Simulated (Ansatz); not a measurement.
La2Ta

```
CELL_PARAMETERS angstrom
0.01852 12.12415 -0.05842
3.77471 -0.00181 -0.00697
-0.02046 -3.29521 -7.93412
ATOMIC_POSITIONS crystal
La 0.49883 0.50014 0.78647
La 0.99883 0.00014 0.78647
La 0.17315 0.50069 0.63502
La 0.67315 0.00069 0.63502
La 0.00121 0.99981 0.21353
La 0.50121 0.49981 0.21353
La 0.32689 0.99927 0.36498
La 0.82689 0.49927 0.36498
Ta 0.19299 0.49996 0.05480
Ta 0.69299 0.99996 0.05480
Ta 0.30706 0.00000 0.94520
Ta 0.80706 0.50000 0.94520
```

Space group C2/m; a generated structure, not necessarily the stable one.

These are results of DFT r2SCAN, scalar-relativistic, plane waves, PAW (Ansatz), not measurements.

**What will maps of the valence pseudo-density and electron localisation function show?**

La–Ta (3.52 Å): ρ is about 0.18 e/Å³ halfway; the ELF is about 0.30 at the midpoint.
The ELF has a maximum of about 0.70 in the space between the atoms, on no atom or two-centre bond.
Bader's partition of the density gives La +0.32 to +0.59 and Ta −0.91 e.

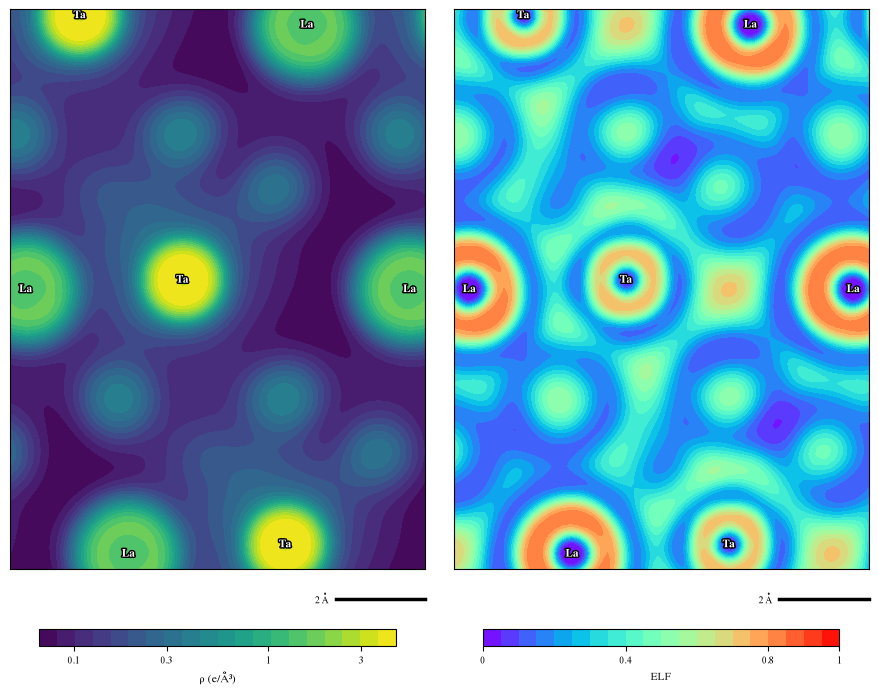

Computed valence pseudo-density and electron localisation function on the (11̄0) plane of the conventional cell, in this order. 

The density is the valence pseudo-density of a PAW calculation; it isn't the true density close to the nuclei.
